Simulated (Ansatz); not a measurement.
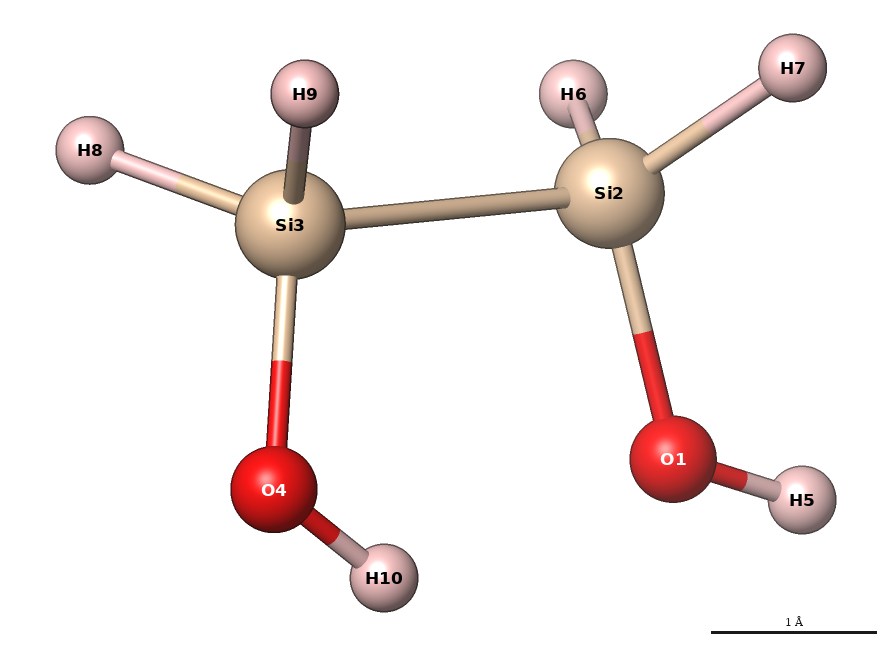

Computed geometry: PBE0-D4/def2-TZVP optimisation. No frequency run is at hand to confirm it as a minimum.

Which hydrogen bonds does the structure hold? Count O, N, F, S and Cl donors.

| D–H···A | D–H (Å) | H···A (Å) | angle (°) | kind |
| --- | --- | --- | --- | --- |
| O4–H10···O1 | 0.96 | 2.34 | 128 | intramolecular |
